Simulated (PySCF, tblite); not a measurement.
# C7H10+ (doublet): geometry, infrared bands and EPR parameters

Aim: predict the infrared bands and EPR parameters of C7H10+ (doublet) (`C[C+]1[CH][C@@H]2C[C@@H]2C1`).

Computed with tblite 0.8.0 and PySCF 2.14.0, with density-fitted response routines of our own, on a single molecule in the gas phase. Atoms are numbered from 0 throughout.

## (1) Starting geometry

17 atoms, charge 1, multiplicity 2; geometry from: force field or distance geometry start.

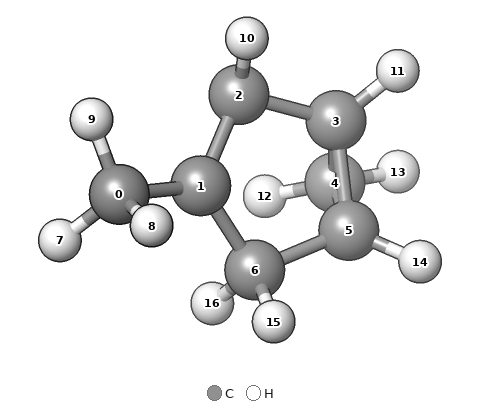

The starting geometry (carbon grey, hydrogen white), atoms numbered.

## (2) Optimising the geometry with GFN2-xTB

Job settings and geometry (Å):

```
{"job": {"kind": "relax", "xc": "GFN2-xTB", "basis": "xTB"}, "charge": 1, "multiplicity": 2}
C      2.397600    -0.005400     0.603700
C      0.926700     0.059100     0.294400
C     -0.010300     1.135300     0.679800
C     -1.235900     0.949400    -0.174600
C     -2.155100    -0.244700     0.148300
C     -1.094500    -0.352500    -0.934900
C      0.176400    -0.987800    -0.439100
H      2.620600    -0.916900     1.187900
H      2.924500     0.012500    -0.362600
H      2.602400     0.878100     1.229400
H      0.461200     2.116700     0.504400
H     -1.681800     1.835000    -0.641100
H     -1.972100    -0.817200     1.066200
H     -3.205700    -0.102300    -0.125800
H     -1.410900    -0.414600    -1.980100
H      0.748800    -1.310500    -1.313400
H     -0.099000    -1.822200     0.247700
```

The run is started by

```sh
$ OMP_NUM_THREADS=1 python probes_run.py task.json out
```

One launch serves the whole session: the jobs run in the order shown.

**Question.** This job is followed by: GFN2-xTB harmonic vibrations, gas phase; UKS B3LYP, pcH-1 on C H, non-relativistic, mean-field spin-orbit, GIAO. What will the session give for the following? strongest single infrared mode (GFN2-xTB); zero-point energy (GFN2-xTB); g(iso) (B3LYP); ⟨S²⟩; largest a(iso) (averaged by class).

**Answer**, as computed:

```
                                 quantity                  value
strongest single infrared mode (GFN2-xTB)  1338 cm⁻¹, 205 km/mol
             zero-point energy (GFN2-xTB)          90.4 kcal/mol
                           g(iso) (B3LYP)                2.00311
                                     ⟨S²⟩     0.753 (exact 0.75)
       largest a(iso) (averaged by class)    1H on H15, 96.3 MHz
```

In words: The optimisation took 65 steps and gained 1.295 eV; among the close pairs (by a distance rule), C1–C2 changed most, from 1.478 to 1.387 Å. The lowest mode is slightly imaginary (14i cm⁻¹), a soft motion within the noise of the Hessian, so the minimum is not strictly shown. The strongest single mode, at 1338 cm⁻¹, moves mainly H7 and H8. Unscaled tight-binding wavenumbers are off by several per cent, some by more. Its intensities can rank the bands wrongly. The largest share of the spin, 0.39 e, sits on C1. The isotropic g lies 0.8 ppt above the free-electron value.
